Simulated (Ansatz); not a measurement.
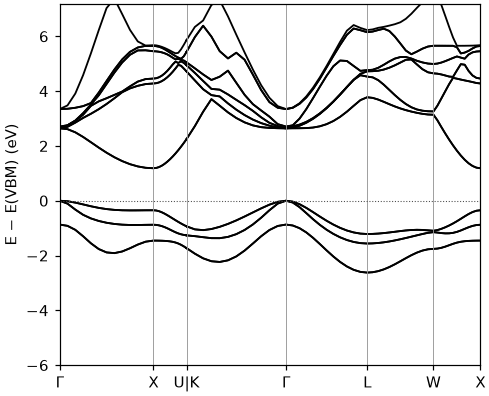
*Band structure from DFT-PBEsol with spin–orbit coupling in the program Ansatz with PAW potentials*

Q: Read off the gap and where the band edges lie.

A: About 1.2 eV (1.19 eV by a search for the band edges); maximum at Γ, minimum at X.

The material is BaTe (rock salt, Fm-3m).

The PBEsol relaxation kept the symmetry of its start.

Potentials: the later of the program's two PAW sets.
